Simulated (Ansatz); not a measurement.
# CH7BOSSi: comparison of dispersion corrections from a Python script

Wanted for CH7BOSSi: a comparison of dispersion corrections.

Program: Ansatz 0.2.0, driven from Python. The levels of theory stand in the script. These are calculated values, not measurements.

### 1 The structure

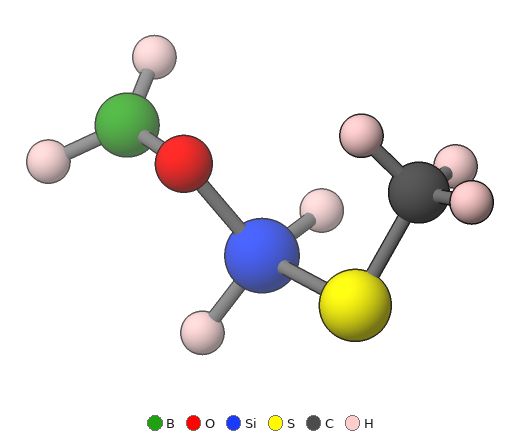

The structure that the script starts from, seen from a chosen angle (boron green, oxygen red, silicon blue, sulfur yellow, carbon dark grey, hydrogen pink).

No structure file is read: the coordinates are typed or built in the script.

### 2 The script

disp_ch7bossi.py

```python
"""Size of D3 and D4 in CH7BOSSi."""

import ansatz as az
from ase import Atoms

config = {
    "basis": "def2-SVP",
}

atoms = Atoms(["B", "O", "Si", "S", "C", "H", "H", "H", "H", "H", "H", "H"], positions=[
    (0.1848, 1.97, 1.4109),
    (0.2492, 0.5673, 1.2097),
    (-1.0026, 0.1569, 0.0602),
    (-0.7915, -1.9422, -0.3509),
    (0.7956, -1.8698, -1.1064),
    (0.7727, 2.7685, 0.7288),
    (-0.52, 2.4488, 2.2656),
    (-2.259, 0.4792, 0.624),
    (-0.7736, 0.9211, -1.1371),
    (1.0992, -2.8767, -1.3928),
    (1.519, -1.4948, -0.3217),
    (0.8031, -1.1835, -1.9562),
])
geometry = az.Crystal.molecule_from_ase(atoms)

job = geometry.calculation().basis(gaussian=config["basis"])
for name in ["pbe", "r2scan"]:
    for correction in ("d3bj", "d4"):
        report = job.functional(name, dispersion=correction).run(threads=1, pin="off").report
        print(f"{name:8s} {correction:5s} total {report['free_energy_ev']:.5f} eV, of which dispersion {1000 * report['dispersion']['energy']['ev']:.2f} meV")
```

### 3 The input behind the calls

The package turns the script's settings into the engine's input (first run):

```yaml
crystal:
  periodic: [false, false, false]
  atoms:
    - { symbol: B, position_ang: [0.1848, 1.97, 1.4109] }
    - { symbol: O, position_ang: [0.2492, 0.5673, 1.2097] }
    - { symbol: Si, position_ang: [-1.0026, 0.1569, 0.0602] }
    - { symbol: S, position_ang: [-0.7915, -1.9422, -0.3509] }
    - { symbol: C, position_ang: [0.7956, -1.8698, -1.1064] }
    - { symbol: H, position_ang: [0.7727, 2.7685, 0.7288] }
    - { symbol: H, position_ang: [-0.52, 2.4488, 2.2656] }
    - { symbol: H, position_ang: [-2.259, 0.4792, 0.624] }
    - { symbol: H, position_ang: [-0.7736, 0.9211, -1.1371] }
    - { symbol: H, position_ang: [1.0992, -2.8767, -1.3928] }
    - { symbol: H, position_ang: [1.519, -1.4948, -0.3217] }
    - { symbol: H, position_ang: [0.8031, -1.1835, -1.9562] }
basis:
  gaussian:
    orbitals: def2-SVP
hamiltonian:
  xc: pbe
  dispersion: d3bj
```

### 4 Launch

Started as:

```console
> python disp_ch7bossi.py
```

Standard output:

```text
pbe      d3bj  total -22566.51181 eV, of which dispersion -279.36 meV
pbe      d4    total -22566.50772 eV, of which dispersion -275.27 meV
DeckWarning: the engine holds no damping parameters fitted to this dispersion correction and functional, so the run takes those fitted to r2scan beside the three-body term, which d3bj leaves out (hamiltonian.dispersion, under Limitations)
r2scan   d3bj  total -22576.62358 eV, of which dispersion -80.35 meV
r2scan   d4    total -22576.61145 eV, of which dispersion -68.22 meV
```

(Warnings from the package without file and line.)

Run time: 23 s. Hardware: 1 thread of Intel Xeon Platinum 8259CL at 2.50GHz (Skylake/Cascade Lake), shared host; peak memory 0.25 GiB.

### 5 Inputs of later runs

The engine's inputs for the other runs:

Run 2, against run 1:

```diff
@@ -21 +21 @@
-  dispersion: d3bj
+  dispersion: d4
```

Run 3, against run 1:

```diff
@@ -20 +20 @@
-  xc: pbe
+  xc: r2scan
```

Run 4, against run 1:

```diff
@@ -20,2 +20,2 @@
-  xc: pbe
-  dispersion: d3bj
+  xc: r2scan
+  dispersion: d4
```

### 6 The engine's runs

One row for each of the 4 runs:

```csv
run,functional,dispersion,energy (eV),SCF cycles,CPU time (s)
1,pbe,d3bj,-22566.5118,18,3.5
2,pbe,d4,-22566.5077,18,3.5
3,r2scan,d3bj,-22576.6236,18,6.1
4,r2scan,d4,-22576.6114,18,9.2
```

Totals hang on method, basis and potentials, so only like runs compare.

### 7 Results

```
         quantity                  value
dispersion energy  -279.36 to -68.22 meV
    runs compared                      4
```

The dispersion term depends on the functional it is damped for, so it isn't a property of the molecule alone. All 4 runs converged. What to keep in mind:
- The geometry is a force-field or estimated start, not a minimum of this method, and the basis set is short of its limit. D4 holds the three-body term, and d3bj doesn't.
- A dispersion term here runs with damping parameters fitted for another variant or functional.
